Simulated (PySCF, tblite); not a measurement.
C₅H₆FO⁺, SMILES COc1[cH+]c1CF, geometry in Å:

```xyz
13

C      1.9948    -0.5242    -0.7774
O      1.5864     0.7310    -0.1971
C      0.4247     0.9105     0.2083
C     -0.5383     1.7352     0.7930
C     -0.9059     0.4688     0.4358
C     -1.8703    -0.6134     0.3206
F     -1.2813    -1.6998    -0.2512
H      2.3558    -0.3101    -1.7836
H      1.1808    -1.2484    -0.8083
H      2.8225    -0.9024    -0.1767
H     -0.7995     2.6802     1.2164
H     -2.2501    -0.9107     1.3103
H     -2.7239    -0.3161    -0.3079
```

GIAO shifts, PBE0/pcSseg-1, PySCF 2.14.0, at a GFN2-xTB geometry (a minimum by its frequencies), against H₂O for ¹⁷O, TMS for ¹³C and CFCl₃ for ¹⁹F computed at the same level (¹⁷O: a single water molecule, while the usual scale starts at liquid water and gives values some tens of ppm lower; ¹⁹F: this reference is a hard case for the method, so all values can be off together by tens of ppm, and differences between signals are safer). Gas phase, fully decoupled, line heights follow the number of nuclei, widths are arbitrary (no quadrupolar broadening); values of one conformer, averaged over methyl-type rotors and exact or near symmetry; other conformers aren't averaged in.

### Predict the ¹⁷O spectrum.

1 signal.


| δ (ppm) | nuclei | atoms |
| --- | --- | --- |
| 179.2 | 1 | O2 |

### How many ¹³C lines appear, and where?

5 signals.


| δ (ppm) | nuclei | atoms |
| --- | --- | --- |
| 173.9 | 1 | C3 |
| 173.1 | 1 | C5 |
| 148.3 | 1 | C4 |
| 80.5 | 1 | C6 |
| 75.3 | 1 | C1 |

The order of signals that lie close, as those under 2 ppm apart, is within the error of the method.

### How many ¹⁹F lines appear, and where?

1 signal.


```tsv
δ (ppm)	nuclei	atoms
−254.3	1	F7
```

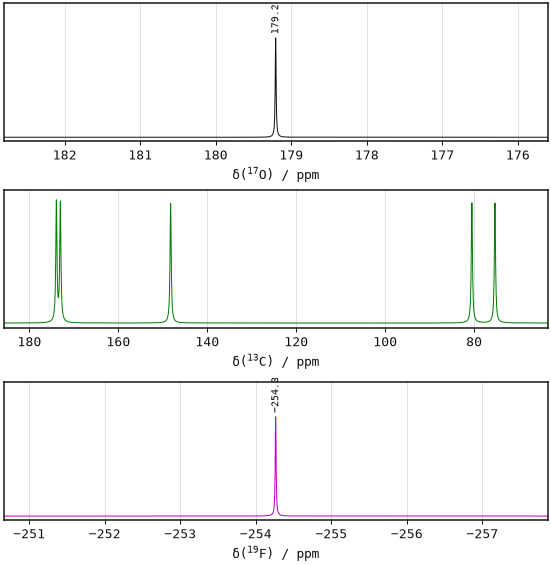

Known limits of this run: the tight-binding geometry is rougher than a DFT one and adds to the error.
